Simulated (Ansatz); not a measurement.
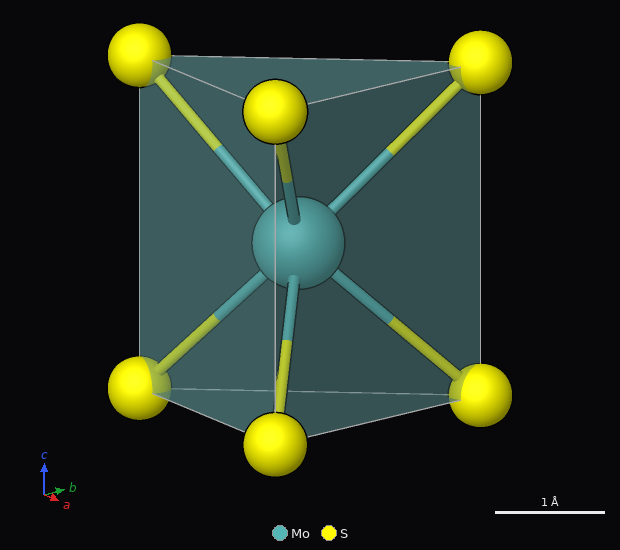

Coordination of Mo in MoS2 (P6_3/mmc). Shape measures S are computed against regular polyhedra or, for capped shapes, the nearer of the equal-edge and equal-bond forms. Origin: the geometry relaxed in a fixed cell with DFT PBE+D3(BJ), scalar-relativistic, plane waves, PAW (Ansatz 0.2.0).

> Name the coordination polyhedron and say how regular it is.

MoS6: an essentially ideal trigonal prism (coordination number 6, S = 0.01; next best octahedron, S = 16.7).

> Does the central atom sit at the centroid of its ligands?

Yes, to within 0.01 Å; the site symmetry is -6m2.

> How long are the bonds?

6 × Mo–S 2.41 Å. The next neighbour, not counted, lies at 3.17 Å.
